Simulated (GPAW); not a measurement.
# Dielectric function and optical constants of Cu3Te, part 2 of 2

Aim: the dielectric function of Cu3Te, and the optical constants that follow from it.

GPAW 26.7.0; DFT, RPBE, plane-wave PAW (GPAW data sets), scalar-relativistic, RPA, optical limit.

So far. Step 2 (Ground state): There are states at the Fermi level within the smearing, so the occupations stay smeared and the carriers get a Drude term.

### Step 4. Dielectric function, RPA

Transitions between filled and empty bands, summed over the zone, give the optical response, so mesh, band count and broadening shape it.

The induced potential is part of this response.

This step: DFT, RPBE, plane-wave PAW (GPAW data sets), scalar-relativistic, RPA, optical limit (GPAW 26.7.0).

File df.py:

```python
from gpaw.response.df import DielectricFunction

df = DielectricFunction('full.gpw', frequencies={'type': 'nonlinear', 'domega0': 0.03, 'omega2': 8},
                        ecut=50,
                        eta=0.2,
                        nbands=51,
                        rate=0.2,
                        txt='df.txt')
for direction in ['x']:
    df.get_dielectric_function(xc='RPA', direction=direction, filename=f'df_{direction}.csv')
```

Command:

```bash
$ OMP_NUM_THREADS=1 python df.py
```

The program printed:

```text
Using integrator: PointIntegrator
NonLinearFrequencyDescriptor(from 0.000 to 48.709 eV, 462 points)
Nonperiodic BCs:  [False False False]
Using integrator: PointIntegrator
NonLinearFrequencyDescriptor(from 0.000 to 48.709 eV, 462 points)
Nonperiodic BCs:  [False False False]
Using integrator: PointIntegrator

Calculating chi0 body with:
    Ground state adapter containing:
    Number of spins: 1
    Number of kpoints: 512
    Number of irreducible kpoints: 35
    Number of completely occupied states: 17
    Number of partially occupied states: 23

    Linear response parametrization:
    q_c: [0.0, 0.0, 0.0]
    Number of frequency points: 462
    Planewave cutoff: 50.0
    Number of bands: 51
    Number of planewaves: 57
    Broadening (eta): 0.2

Integrating chi0 body.

Symmetries of q_c:
    Direct symmetries (Uq -> q): 48
    Indirect symmetries (TUq -> q): 0
In total 48 allowed symmetries.

35 groups of equivalent kpoints. 93.1640625% reduction.

Integral kind: spectral function

Calculating chi0 optical extensions with:
    Ground state adapter containing:
    Number of spins: 1
    Number of kpoints: 512
    Number of irreducible kpoints: 35
    Number of completely occupied states: 17
    Number of partially occupied states: 23

    Linear response parametrization:
    Number of frequency points: 462
    Planewave cutoff: 50.0
    Number of bands: 51
    Number of planewaves: 57
    Broadening (eta): 0.2
Integrating chi0 head and wings.

Symmetries of q_c:
    Direct symmetries (Uq -> q): 48
    Indirect symmetries (TUq -> q): 0
In total 48 allowed symmetries.

35 groups of equivalent kpoints. 93.1640625% reduction.

Integral kind: spectral function wings

Calculating drude chi0 with:
    Number of frequency points:462
    Plasma frequency decay rate: 0.2 eV

    Ground state adapter containing:
    Number of spins: 1
    Number of kpoints: 512
    Number of irreducible kpoints: 35
    Number of completely occupied states: 17
    Number of partially occupied states: 23

Symmetries of q_c:
    Direct symmetries (Uq -> q): 48
    Indirect symmetries (TUq -> q): 0
In total 48 allowed symmetries.

35 groups of equivalent kpoints. 93.1640625% reduction.

Integral kind: intraband
Plasma frequency:
[[5.35+0.j 0.  +0.j 0.  +0.j]
 [0.  +0.j 5.35+0.j 0.  +0.j]
 [0.  +0.j 0.  +0.j 5.35+0.j]]
```

It took 8.3 s on 1 thread of Intel Xeon Platinum 8488C (Sapphire Rapids), shared host; peak memory 0.29 GiB.

Some rows of df_x.csv (energy; Re and Im without local fields; Re and Im with them):

```text
0.000000, 744.658545, 0.000000, 744.137899, 0.000000
0.460735, -51.787736, 89.005825, -52.316253, 88.954322
0.943989, 0.348574, 21.093849, -0.275243, 20.940347
1.451455, 14.045439, 30.065134, 13.598501, 29.489876
1.984998, -3.233815, 26.633022, -3.528556, 26.528365
2.546682, -1.378514, 17.198293, -1.651789, 16.633678
3.138794, -3.213781, 15.222767, -3.072794, 14.670818
3.763875, -2.255574, 9.977715, -2.218116, 9.701862
4.424758, -3.587638, 8.896002, -3.443042, 8.719782
5.124608, -1.841007, 7.063671, -1.857714, 6.891213
5.866977, -2.419907, 6.198817, -2.418983, 6.013042
6.655862, -2.365747, 6.003087, -2.140053, 5.713799
7.495775, -2.479912, 3.843319, -2.372038, 3.695475
8.391833, -2.593464, 3.285670, -2.312001, 3.315679
9.349861, -2.101683, 2.245611, -1.975962, 2.273187
10.376517, -1.639897, 1.443903, -1.595409, 1.485896
11.479449, -1.017944, 1.319855, -0.919497, 1.291121
12.667487, -0.956899, 0.817321, -0.914160, 0.848740
13.950874, -0.309553, 0.635519, -0.294346, 0.630371
```

The Im ε, E ∥ x has structure finer than the step of the table below, so its rows give means over 1 eV, whole bins alone (the curve runs from 0.619 to 15.0 eV). Peaks (eV: height): 1.6: 32.4.

Sum at mesh points, not converged in k. The Im ε, E ∥ x by photon energy; means over each step:

| photon energy (eV) | Im ε, E ∥ x |
| --- | --- |
| 2 | 24.8 |
| 3 | 14.7 |
| 4 | 9.83 |
| 5 | 7.00 |
| 6 | 6.01 |
| 7 | 4.87 |
| 8 | 3.60 |
| 9 | 2.59 |
| 10 | 1.81 |
| 11 | 1.30 |
| 12 | 1.21 |
| 13 | 0.718 |
| 14 | 0.641 |

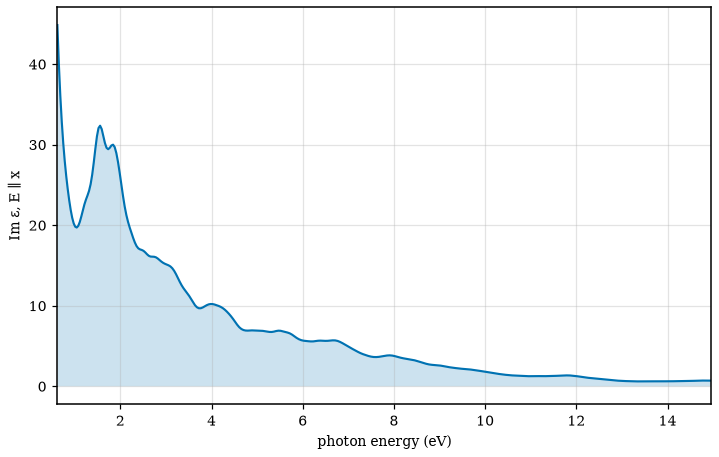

Im ε, E ∥ x, plotted against photon energy.

Values under 1 per cm are given as 1; sum at mesh points, not converged in k. Absorption coefficient, E ∥ x against photon energy:

| photon energy (eV) | absorption coefficient, E ∥ x (1/cm) |
| --- | --- |
| 1.99 | 7.8e5 |
| 3.98 | 1.0e6 |
| 6.02 | 1.2e6 |
| 8.03 | 1.5e6 |
| 10.03 | 1.5e6 |
| 12.02 | 1.4e6 |
| 14.04 | 9.8e5 |

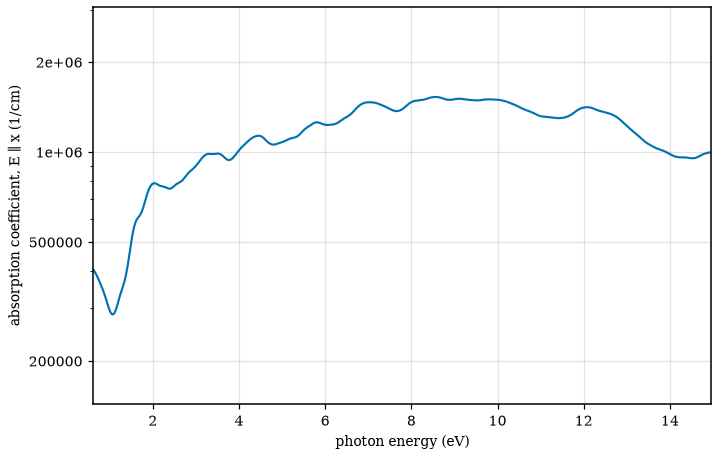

Absorption coefficient, E ∥ x, plotted against photon energy.

Sum at mesh points, not converged in k. Loss function −Im 1/ε at q → 0, E ∥ x against energy loss; read off at these points:

| energy loss (eV) | loss function −Im 1/ε at q → 0, E ∥ x |
| --- | --- |
| 1.0 | 0.0487 |
| 2.0 | 0.0378 |
| 3.0 | 0.0645 |
| 4.0 | 0.0938 |
| 5.0 | 0.134 |
| 6.0 | 0.153 |
| 7.0 | 0.151 |
| 8.0 | 0.197 |
| 9.0 | 0.233 |
| 10.0 | 0.277 |
| 11.0 | 0.444 |
| 12.0 | 0.469 |
| 13.0 | 0.683 |
| 14.0 | 1.33 |
| 14.5 | 1.41 |

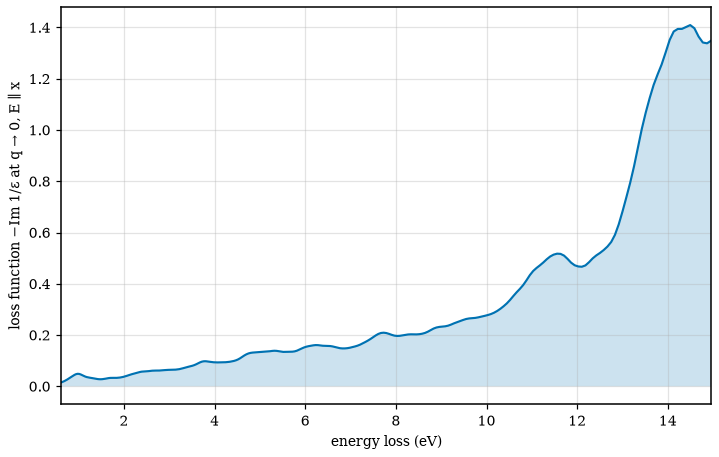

Loss function −Im 1/ε at q → 0, E ∥ x against energy loss.

Sum at mesh points, not converged in k. Reflectivity at normal incidence, E ∥ x against photon energy; read off at these points:

| photon energy (eV) | reflectivity at normal incidence, E ∥ x (%) |
| --- | --- |
| 1.00 | 51.2 |
| 1.50 | 56.8 |
| 2.00 | 60.5 |
| 2.50 | 52.9 |
| 3.00 | 52.3 |
| 3.50 | 52.2 |
| 4.00 | 47.4 |
| 4.50 | 50.1 |
| 5.00 | 43.2 |
| 5.50 | 43.1 |
| 6.00 | 43.4 |
| 6.50 | 42.2 |
| 7.00 | 47.6 |
| 7.15 | 48.1 |
| 7.50 | 45.6 |
| 8.00 | 44.2 |
| 8.50 | 47.0 |
| 9.00 | 46.8 |
| 9.50 | 46.9 |
| 10.00 | 48.6 |
| 10.24 | 49.4 |
| 10.50 | 48.6 |
| 11.00 | 43.1 |
| 11.50 | 38.1 |
| 12.00 | 41.4 |
| 12.50 | 45.5 |
| 12.83 | 47.6 |
| 13.00 | 46.5 |
| 13.50 | 37.9 |
| 14.00 | 30.1 |
| 14.50 | 23.9 |

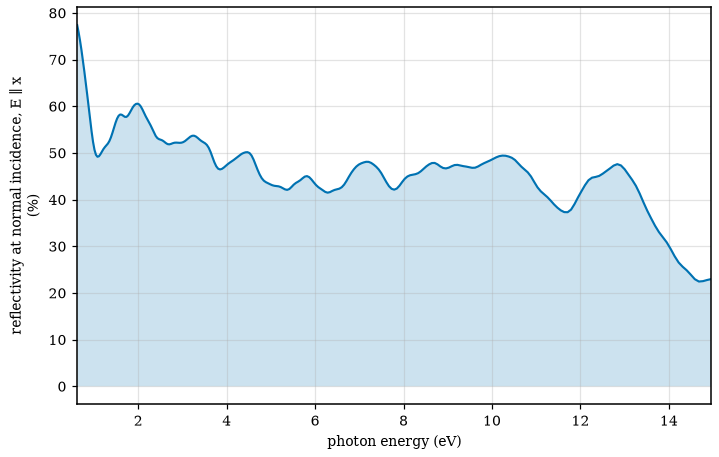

Reflectivity at normal incidence, E ∥ x, plotted against photon energy.

The Im ε, E ∥ x has structure finer than the step of the table below, so its rows give means over 1 eV, whole bins alone (the curve runs from 0.619 to 15.0 eV). Peaks (eV: height): without local fields 1.6: 32.9; with local fields 1.6: 32.4.

Sum at mesh points, not converged in k. Table of Im ε, E ∥ x by photon energy; means over each step:

| photon energy (eV) | without local fields | with local fields |
| --- | --- | --- |
| 2 | 25.2 | 24.8 |
| 3 | 15.3 | 14.7 |
| 4 | 10.1 | 9.83 |
| 5 | 7.17 | 7.00 |
| 6 | 6.25 | 6.01 |
| 7 | 5.05 | 4.87 |
| 8 | 3.74 | 3.60 |
| 9 | 2.57 | 2.59 |
| 10 | 1.78 | 1.81 |
| 11 | 1.32 | 1.30 |
| 12 | 1.18 | 1.21 |
| 13 | 0.686 | 0.718 |
| 14 | 0.645 | 0.641 |

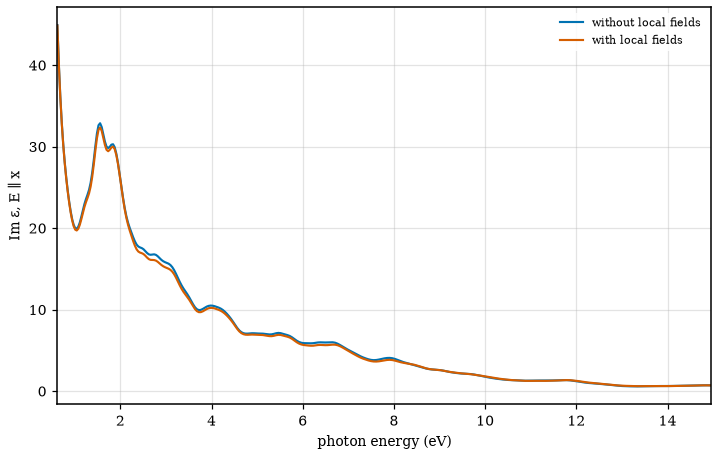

Im ε, E ∥ x, plotted against photon energy.

From ε follow the optical constants at some laser and lamp lines:

| wavelength (nm) | n | k | R (%) | 1/α |
| --- | --- | --- | --- | --- |
| 1550 | 3.04 | 4.418 | 66.0 | 28 nm |
| 800 | 4.61 | 3.507 | 57.9 | 18 nm |
| 532 | 2.76 | 3.215 | 54.9 | 13 nm |
| 450 | 2.71 | 2.970 | 52.0 | 12 nm |
| 308 | 2.03 | 2.515 | 47.6 | 9.7 nm |
| 248 | 1.62 | 2.134 | 43.2 | 9.2 nm |
| 193 | 1.43 | 1.988 | 42.0 | 7.7 nm |

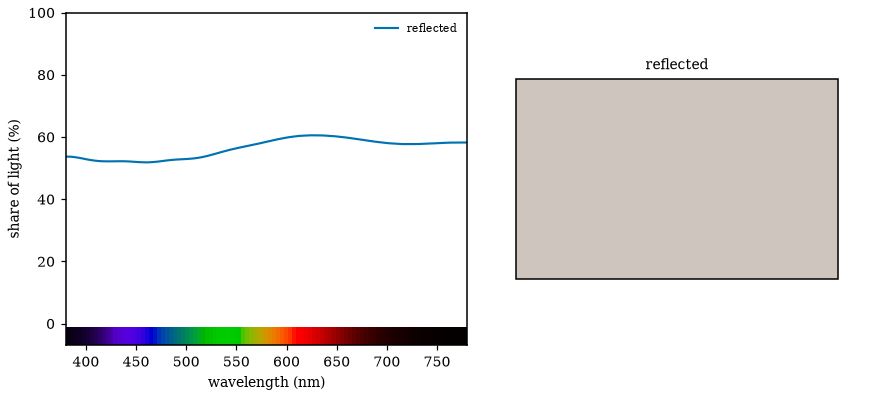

Light reflected across the visible range, with the colour that it makes of daylight (sRGB).

A polished face would reflect 57 % of daylight and look light grey (CIE x = 0.325, y = 0.337 under D65).

### Step 5. What came out

At this level (RPBE, RPA) Cu3Te is a metal. The mesh is too coarse to trust the carriers' weight, the reflectivity or the colour to better than tens of per cent. A polished face would reflect 57 % of daylight and look light grey (CIE x = 0.325, y = 0.337 under D65). The carriers' damping of 0.2 eV is typed, not computed; it shapes the response at the lowest energies. Spin-orbit coupling is left out although heavy atoms are present. In this version of GPAW the matrix elements of the optical limit are incomplete, which can lower ε − 1 by up to a tenth where first-row anions or d states rule, and shift it by more in d metals. GPAW's carrier term has the form −ωp²/(ω + i·rate)², which damps like twice the rate and fails at low energy, so the curves leave the lowest energies out. The sum runs over mesh points 0.20 Å⁻¹ apart with no interpolation, so peaks are partly noise of the mesh, and the Drude plasma energy, a sum over the Fermi surface, isn't converged.

[Machine, clock and banner lines and Python warnings are left out of the logs.]

[Logs are printed without paths, hosts, clocks, repeated set-up lines and the standing remarks that a program may print on its own settings, such as how far it seeks lower states.]

[Hosts, paths, dates, database ids (printed as entryN), source tags and the programs' standing remarks are cut or masked in the printed files.]
